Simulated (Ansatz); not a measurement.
```xyz
10

C     1.2702   -1.7841   -0.4947
C    -0.8171    0.2309   -1.8823
Te   -0.8254   -1.3188   -0.3933
H     1.8435   -0.8488   -0.4920
H     1.5106   -2.4060    0.3782
H     1.4259   -2.3511   -1.4224
H    -0.6492   -0.2567    0.8840
H    -1.7736    0.7653   -1.8047
H     0.0329    0.8990   -1.6966
H    -0.7351   -0.2660   -2.8584
```

Geometry: r2SCAN-D4/def2-SVP; core potentials replace the inner electrons of Te.

The calculation used isolated molecule in a Gaussian basis; Kohn-Sham density functional theory, functional PBE0 (Ansatz 0.2.0).

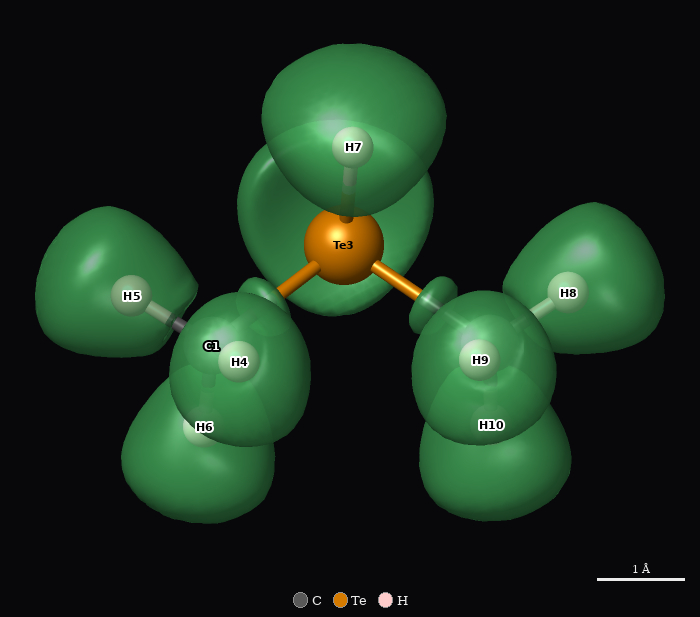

C2H7Te (charge +1). Isosurface of the electron localisation function at 0.8 (green), seen across its widest extent. Only the valence region is drawn (cores and ρ < 0.01 e/Å³ removed).

> Identify the bonds, lone pairs and shells in this picture.

The surface consists of two regions between bonded C–Te atoms (shared pairs), seven regions around hydrogen nuclei and one lobe on Te, pointing away from the bonds (lone pairs). Along the contacts the grid gives the following. C–Te (2.15 Å): the ELF peaks at about 0.90 between the atoms, as expected for a covalent bond. C–H (1.10 Å): the ELF climbs to about 1 towards the hydrogen, as it does in any bond to H (a covalent bond by its length).
